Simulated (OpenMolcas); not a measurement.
# GeH2O2 (SMILES [OH][Ge][OH]): a chain of runs

Aim: the energy (HF/ANO-RCC-MB), then a single-point energy (CASSCF(2,2)/ANO-RCC-VDZP), then the energy along one coordinate (CASPT2(2,2)/ANO-RCC-VDZP), then the energy along one coordinate (SC-NEVPT2(2,2)/ANO-RCC-VDZP), then the energy along one coordinate (MC-PDFT[tPBE](2,2)/ANO-RCC-VDZP) of GeH2O2. 

The results are computed with OpenMolcas 26.06.

### Step 1. The molecule

The species is GeH2O2 (5 atoms), meant as a singlet with charge 0. As SMILES, `[OH][Ge][OH]`. Geometry: relaxed at PBE0-D4/def2-TZVP. This is one conformer, not always the lowest.

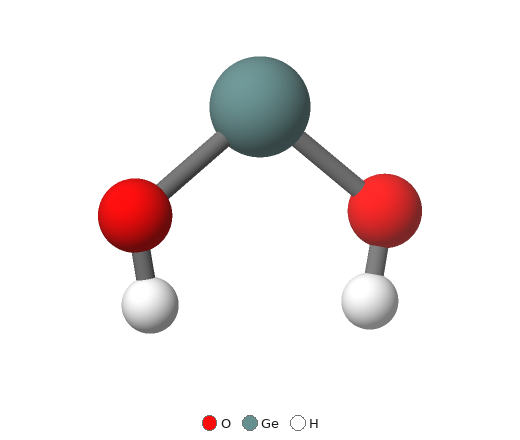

Viewed from a chosen angle; oxygen red, germanium teal, hydrogen white.

### Step 2. The energy at HF/ANO-RCC-MB (DKH2) (run 1)

Contents of coord.xyz:

```xyz
5

O     -1.341000    -0.099500    -0.377400
Ge    -0.316400    -0.895800     0.855300
O      1.281900    -0.142300     0.570200
H     -0.940900     0.550800    -0.961500
H      1.366400     0.513200    -0.127900
```

Contents of step1.input:

```
&gateway
 coord
 coord.xyz
 basis
 ANO-RCC-MB
 group
 NoSym

&seward

&scf
 prorbitals
 0

&localisation
 occupied
 freeze
 pipek-mezey

&localisation
 fileorb
 $Project.LocOrb
 virtual
 pipek-mezey
```

The run is started by

```sh
export MOLCAS_MEM=1860
pymolcas step1.input > step1.log
```

Standard output:

```text
--- Start Module: gateway ---
[...]
--- Stop Module: gateway /rc=_RC_ALL_IS_WELL_ ---
[...]
      Basis functions           30
[...]
       Convergence after   9 Iterations
[...]
::    Total SCF energy                              -2247.9203360595
[...]
      Total spin, S                                     0.0000000000
[...]
      Total electronic charge=   50.000000
      Total            charge=   -0.000000
[...]
      Dipole Moment (debye):
      Origin of the operator (angstrom)=   -0.2215   -0.6395    0.6042
                   X=  3.2986E-01               Y=  8.8546E-01               Z= -8.7336E-01           Total=  1.2867E+00
      Quadrupole Moment (debye*angstrom):
[...]
--- Start Module: localisation ---
[...]
--- Stop Module: localisation /rc=_RC_ALL_IS_WELL_ ---
--- Start Module: localisation ---
[...]
--- Stop Module: localisation /rc=_RC_ALL_IS_WELL_ ---
[...]
```

Run time: 5.7 s. Hardware: 1 thread of AMD EPYC 7R43 (Zen 3), shared host; peak memory 0.41 GiB.

### Step 3. A single-point energy at CASSCF(2,2)/ANO-RCC-VDZP (DKH2) (run 2)

coord.xyz is that of step 2.

Contents of step2.inp:

```
&GATEWAY
  Coord=coord.xyz
  Basis=ANO-RCC-MB
  Group=NoSym

&SEWARD

&RASSCF
  FileOrb=$CurrDir/step1.LocOrb
  Alter=2
  1 19 25
  1 26 28
  Spin=1
  Nactel=2 0 0
  Inactive=24
  Ras2=2
  OrbListing=Nothing
>>> COPY $Project.RunFile RUNFIL1
>>> COPY $Project.RasOrb INPORB

&GATEWAY
  Coord=coord.xyz
  Basis=ANO-RCC-VDZP
  Group=NoSym

&SEWARD
>>> COPY $Project.RunFile RUNFIL2

&EXPBAS

&RASSCF
  FileOrb=$Project.ExpOrb
  Spin=1
  Nactel=2 0 0
  Inactive=24
  Ras2=2
  OrbListing=Nothing
  OrbAppear=Compact
```

The run is started by

```sh
export MOLCAS_MEM=1860
pymolcas step2.inp > step2.log
```

Standard output:

```text
--- Start Module: gateway ---
[...]
--- Stop Module: gateway /rc=_RC_ALL_IS_WELL_ ---
[...]
      Basis functions           30
[...]
      Number of active orbitals                  2
[...]
      Spin quantum number                      0.0
[...]
      Active orbitals                            2
[...]
      Number of CSFs                             3
[...]
      Number of root(s) required                 1
[...]
      Convergence after 17 iterations
[...]
      printout of CI-coefficients larger than  0.05 for root  1
      energy=   -2247.932819
      conf/sym  11     Coeff  Weight
             1  20   0.99450 0.98904
             3  02  -0.10470 0.01096
      Natural orbitals and occupation numbers for root  1
      sym 1:   1.978077   0.021923
      ************************************************************************************************************************
      *                                                    Final results                                                     *
[...]
::    RASSCF root number  1 Total energy:  -2247.93281941
[...]
      Basis functions           65
[...]
--- Start Module: expbas ---
[...]
--- Stop Module: expbas /rc=_RC_ALL_IS_WELL_ ---
--- Start Module: rasscf ---
[...]
      Convergence after 20 iterations
[...]
      Natural orbitals and occupation numbers for root  1
      sym 1:   1.981102   0.018898
      ************************************************************************************************************************
      *                                                    Final results                                                     *
[...]
::    RASSCF root number  1 Total energy:  -2248.13656701
[...]
      Total electronic charge=   50.000000
      Total            charge=   -0.000000
[...]
      Dipole Moment (debye):
      Origin of the operator (angstrom)=   -0.2215   -0.6395    0.6042
                   X=  1.8577E-01               Y=  8.5571E-01               Z= -8.9025E-01           Total=  1.2487E+00
      Quadrupole Moment (debye*angstrom):
[...]
--- Stop Module: rasscf /rc=_RC_ALL_IS_WELL_ ---
[...]
```

Wall time 19 s (1 thread of AMD EPYC 7R43 (Zen 3), shared host); peak memory 0.41 GiB.

### Step 4. The energy along one coordinate at CASPT2(2,2)/ANO-RCC-VDZP (DKH2, ipea shift 0.25 Eh, pt2 variant SS) (run 3)

Contents of step3.input:

```
>>> EXPORT MOLCAS_PRINT=2
>>> COPY $CurrDir/step2.RasOrb $Project.RasOrb
>>> ForEach K in (1, 2, 3, 4, 5, 6, 7, 8, 9)

&gateway
 coord = $CurrDir/point$K.xyz
 basis = ANO-RCC-VDZP
 group = NoSym

&seward

&rasscf
 fileorb = $Project.RasOrb
 spin = 1
 nactel = 2 0 0
 inactive = 24
 ras2 = 2
 orblisting = Nothing
 orbappear = Compact

&caspt2
 imaginary = 0.2
 frozen = 11
>>> EndDo
```

The run is started by

```sh
export MOLCAS_MEM=1860
pymolcas step3.input > step3.log
```

Standard output, shortened:

```text
[...]
      Basis functions           65
[...]
      Number of active orbitals                  2
[...]
      Spin quantum number                      0.0
[...]
      Active orbitals                            2
[...]
      Number of CSFs                             3
[...]
      Number of root(s) required                 1
[...]
      Convergence after 17 iterations
[...]
      Natural orbitals and occupation numbers for root  1
      sym 1:   1.987336   0.012664
      ************************************************************************************************************************
      *                                                    Final results                                                     *
[...]
::    RASSCF root number  1 Total energy:  -2248.11640389
[...]
      E2 (Variational):          -0.6282725812
[...]
::    CASPT2 Root  1     Total energy:  -2248.74467647
[...]
      Convergence after 16 iterations
[...]
      Natural orbitals and occupation numbers for root  1
      sym 1:   1.981095   0.018905
      ************************************************************************************************************************
      *                                                    Final results                                                     *
[...]
      Convergence after 18 iterations
[...]
      Natural orbitals and occupation numbers for root  1
      sym 1:   1.657964   0.342036
      ************************************************************************************************************************
      *                                                    Final results                                                     *
[...]
      Convergence after 14 iterations
[...]
      Natural orbitals and occupation numbers for root  1
      sym 1:   1.346826   0.653174
      ************************************************************************************************************************
      *                                                    Final results                                                     *
[...]
      Convergence after 12 iterations
[...]
::    RASSCF root number  1 Total energy:  -2248.01320741
[...]
::    CASPT2 Root  1     Total energy:  -2248.59729496
[...]
      Convergence after 10 iterations
[...]
::    RASSCF root number  1 Total energy:  -2248.01265269
[...]
      E2 (Variational):          -0.5825528826
[...]
::    CASPT2 Root  1     Total energy:  -2248.59520557
[...]
```

It took 1.8 min on 1 thread of AMD EPYC 7R43 (Zen 3), shared host; peak memory 0.41 GiB.

The scan, from its lowest point:

| Ge2–O1 (Å) | energy (kJ/mol) |
| --- | --- |
| 1.611 | 52.8 |
| 1.790 | 0.0 |
| 1.969 | 24.3 |
| 2.237 | 107.5 |
| 2.595 | 227.5 |
| 3.043 | 348.0 |
| 3.580 | 417.0 |
| 4.296 | 439.8 |
| 5.369 | 445.2 |

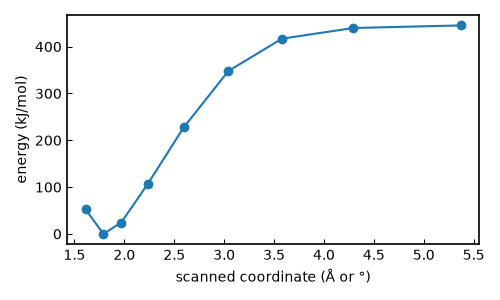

Energy along the scan.

### Step 5. An energy scan at SC-NEVPT2(2,2)/ANO-RCC-VDZP (DKH2, pt2 variant SC-NEVPT2) (run 4)

Contents of step4.input:

```
>>> EXPORT MOLCAS_PRINT=2
>>> COPY $CurrDir/step2.RasOrb $Project.RasOrb
>>> ForEach K in (1, 2, 3, 4, 5, 6, 7, 8, 9)
&GATEWAY
COORD
$CurrDir/point$K.xyz
BASIS
ANO-RCC-VDZP
GROUP
NoSym
&SEWARD
&RASSCF
FILEORB
$Project.RasOrb
SPIN
1
NACTEL
2 0 0
INACTIVE
24
RAS2
2
ORBLISTING
Nothing
ORBAPPEAR
Compact
&CASPT2
SC-NEVPT2
FROZEN
11
>>> EndDo
```

The run is started by

```sh
export MOLCAS_MEM=1860
pymolcas step4.input > step4.log
```

Standard output, shortened:

```text
[...]
      Basis functions           65
[...]
      Number of active orbitals                  2
[...]
      Spin quantum number                      0.0
[...]
      Active orbitals                            2
[...]
      Number of CSFs                             3
[...]
      Number of root(s) required                 1
[...]
      Convergence after 17 iterations
[...]
      Natural orbitals and occupation numbers for root  1
      sym 1:   1.987336   0.012664
      ************************************************************************************************************************
      *                                                    Final results                                                     *
[...]
::    RASSCF root number  1 Total energy:  -2248.11640389
[...]
      E2 (Variational):          -0.6248922157
[...]
::    SC-NEVPT2 Root  1     Total energy:  -2248.74115160
[...]
      Convergence after 16 iterations
[...]
      Natural orbitals and occupation numbers for root  1
      sym 1:   1.981095   0.018905
      ************************************************************************************************************************
      *                                                    Final results                                                     *
[...]
      Convergence after 18 iterations
[...]
      Natural orbitals and occupation numbers for root  1
      sym 1:   1.657964   0.342036
      ************************************************************************************************************************
      *                                                    Final results                                                     *
[...]
      Convergence after 14 iterations
[...]
      Natural orbitals and occupation numbers for root  1
      sym 1:   1.346826   0.653174
      ************************************************************************************************************************
      *                                                    Final results                                                     *
[...]
      Convergence after 12 iterations
[...]
::    RASSCF root number  1 Total energy:  -2248.01320741
[...]
::    SC-NEVPT2 Root  1     Total energy:  -2248.59410099
[...]
      Convergence after 10 iterations
[...]
::    RASSCF root number  1 Total energy:  -2248.01265269
[...]
      E2 (Variational):          -0.5795043582
[...]
::    SC-NEVPT2 Root  1     Total energy:  -2248.59215705
[...]
```

It took 1.7 min on 1 thread of AMD EPYC 7R43 (Zen 3), shared host; peak memory 0.41 GiB.

The scan, from its lowest point:

```
Ge2–O1 (Å)  energy (kJ/mol)
     1.611             58.2
     1.790              0.0
     1.969             19.2
     2.237             96.9
     2.595            218.0
     3.043            350.1
     3.580            422.2
     4.296            444.3
     5.369            449.4
```

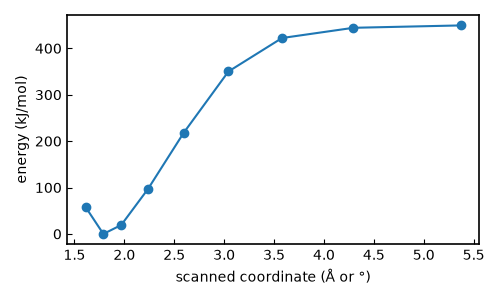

Energy along the scan.

### Step 6. An energy scan at MC-PDFT[tPBE](2,2)/ANO-RCC-VDZP (DKH2) (run 5)

Contents of step5.inp:

```
* GeH2O2 MC-PDFT
>>> COPY $CurrDir/step2.RasOrb $Project.RasOrb
>>> ForEach K in (1, 2, 3, 4, 5, 6, 7, 8, 9)
&GATEWAY
Coord=$CurrDir/point$K.xyz
Basis=ANO-RCC-VDZP
Group=NoSym
&SEWARD
&RASSCF
FileOrb=$Project.RasOrb
Spin=1
Nactel=2 0 0
Inactive=24
Ras2=2
OrbListing=Nothing
OrbAppear=Compact
&MCPDFT
KSDFT=T:PBE
>>> EndDo
```

The run is started by

```sh
export MOLCAS_MEM=1860
pymolcas step5.inp > step5.log
```

Standard output, shortened:

```text
--- Start Module: gateway ---
[...]
      Basis functions           65
[...]
      Number of active orbitals                  2
[...]
      Spin quantum number                      0.0
[...]
      Active orbitals                            2
[...]
      Number of CSFs                             3
[...]
      Number of root(s) required                 1
[...]
      Convergence after 17 iterations
[...]
      Natural orbitals and occupation numbers for root  1
      sym 1:   1.987336   0.012664
      ************************************************************************************************************************
      *                                                    Final results                                                     *
[...]
::    RASSCF root number  1 Total energy:  -2248.11640389
[...]
::    MCPDFT root number  1 Total energy:  -2250.10339796
[...]
      Convergence after 16 iterations
[...]
      Natural orbitals and occupation numbers for root  1
      sym 1:   1.981095   0.018905
      ************************************************************************************************************************
      *                                                    Final results                                                     *
[...]
      Convergence after 18 iterations
[...]
      Natural orbitals and occupation numbers for root  1
      sym 1:   1.657964   0.342036
      ************************************************************************************************************************
      *                                                    Final results                                                     *
[...]
      Convergence after 14 iterations
[...]
      Natural orbitals and occupation numbers for root  1
      sym 1:   1.346826   0.653174
      ************************************************************************************************************************
      *                                                    Final results                                                     *
[...]
      Convergence after 12 iterations
[...]
::    RASSCF root number  1 Total energy:  -2248.01320741
[...]
::    MCPDFT root number  1 Total energy:  -2249.96235286
[...]
      Convergence after 10 iterations
[...]
::    RASSCF root number  1 Total energy:  -2248.01265269
[...]
      Total electronic charge=   50.000000
      Total            charge=   -0.000000
[...]
::    MCPDFT root number  1 Total energy:  -2249.96049246
[...]
```

It took 1.8 min on 1 thread of AMD EPYC 7R43 (Zen 3), shared host; peak memory 0.41 GiB.

The scan, from its lowest point:

| Ge2–O1 (Å) | energy (kJ/mol) |
| --- | --- |
| 1.611 | 58.2 |
| 1.790 | 0.0 |
| 1.969 | 17.2 |
| 2.237 | 88.8 |
| 2.595 | 193.8 |
| 3.043 | 315.5 |
| 3.580 | 400.8 |
| 4.296 | 428.5 |
| 5.369 | 433.4 |

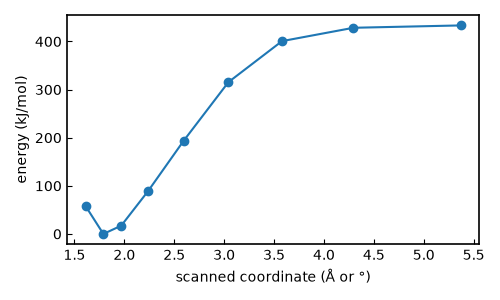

Energy along the scan.

### Step 7. Results

| quantity | value |
| --- | --- |
| run 1, HF/ANO-RCC-MB: total energy | -2247.92034 Eh |
| run 1, HF/ANO-RCC-MB: dipole moment | 1.29 D |
| run 1, HF/ANO-RCC-MB: HOMO energy | -10.73 eV |
| run 1, HF/ANO-RCC-MB: LUMO energy | 1.53 eV |
| run 1, HF/ANO-RCC-MB: HOMO–LUMO gap | 12.25 eV |
| run 2, CASSCF(2,2)/ANO-RCC-VDZP: total energy | -2248.13657 Eh |
| run 2, CASSCF(2,2)/ANO-RCC-VDZP: dipole moment (CASSCF density) | 1.25 D |
| run 3, CASPT2(2,2)/ANO-RCC-VDZP: lowest energy of the scan | -2248.76479 Eh |
| run 4, SC-NEVPT2(2,2)/ANO-RCC-VDZP: lowest energy of the scan | -2248.76332 Eh |
| run 5, MC-PDFT[tPBE](2,2)/ANO-RCC-VDZP: lowest energy of the scan | -2250.12556 Eh |

What this shows: Mulliken charges (run 2, CASSCF(2,2)/ANO-RCC-VDZP) run from -0.74 on O3 to +1.23 on Ge2; they depend strongly on the basis.
